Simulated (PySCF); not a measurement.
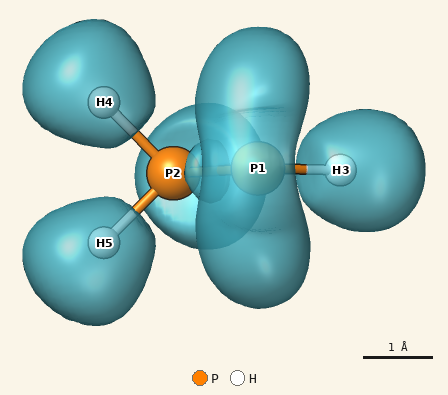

Figure. H₃P₂ (SMILES [PH-]P) (charge −1). Isosurface of the ELF at 0.85 (cyan), seen at a tilt. Only the valence region is drawn (cores and ρ < 0.01 e/Å³ removed).

Geometry: PBE0-D3(BJ)/def2-SVP.

These are results of PBE0/pcSseg-1, SCF density, gas phase, non-relativistic in PySCF, not measurements.

```yaml
atoms:
  - { symbol: P, position_ang: [1.2269, -0.3532, 0.5203] }
  - { symbol: P, position_ang: [-0.5630, 0.2021, -0.5748] }
  - { symbol: H, position_ang: [2.0255, -0.1844, -0.6686] }
  - { symbol: H, position_ang: [-1.2459, 1.1689, 0.2674] }
  - { symbol: H, position_ang: [-1.5601, -0.7882, -0.2099] }
```

Where are the electrons localised?

The surface consists of one region between bonded P–P atoms (shared pairs), three regions around hydrogen nuclei, one lobe on P, pointing away from the bonds (lone pairs) and one region wrapped around P (its valence shell). Profiles from the grid: P–P (2.17 Å): the ELF peaks at about 0.90 between the atoms, as expected for a shared electron pair. P–H (1.44 Å): the ELF climbs to about 1 towards the hydrogen, as it does in any bond to H.
